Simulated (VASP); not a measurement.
Band structure of WS2 (2H layered). All values below come from PBEsol GGA, VASP's PBE PAW potentials (set 64) (plane waves; VASP 6.6.1).

Without a dispersion term in the relaxation, distances and binding between the weakly bound layers, chains or molecules are unreliable, and so is what depends on them. Unless said otherwise, spin-orbit coupling is left out, though it shifts the bands of the heavy elements here.

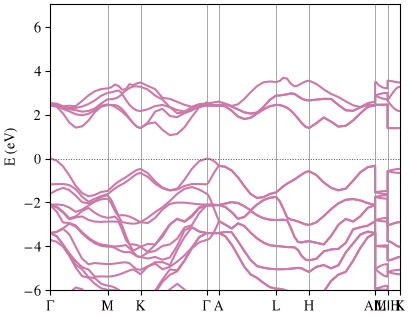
Fig. 1. Bands along high-symmetry lines, zero at the valence-band maximum or, without a gap, the Fermi level

**Question.** Read the plot: is there a gap, and where are the band edges?

**Answer.** The gap is indirect, 1.07 eV, from the valence maximum at Γ to the conduction minimum at K-Γ at 0.44. (Edges off the drawn lines would not show.)

The compound is WS2 in the 2H layered structure. It was relaxed first.
